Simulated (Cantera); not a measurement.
Feed: 1 mol Al(CH₃)₃, 2 mol N₂O, 7.4 mol H₂, 0.66 mol N₂, at 0.350 bar.

Equilibrium computed with Cantera from the NASA thermochemical tables; the gas is ideal and each condensed phase is pure. Candidate condensed phases: Al, AlN, Al₂O₃, C, C₆H₆, C₇H₈, C₈H₁₈, H₂O; 148 gas species. The feed counts by its element totals alone. Mutual solubility and eutectic melting of coexisting phases are not modelled. Condensed phases not in the tables: aluminium oxynitride. The numbers say what is thermodynamically allowed, not how fast it happens.

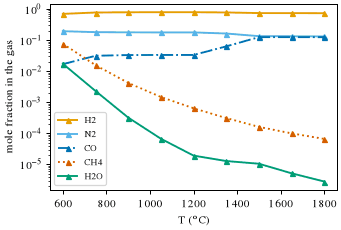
*Equilibrium gas composition (values under 1e-9 drawn at 1e-9)*

Question: Read off the mole fractions at 1800 °C.

Answer: H₂ about 0.73, N₂ about 0.13, CO about 0.12, CH₄ about 6.6e-5, H₂O about 2.8e-6.
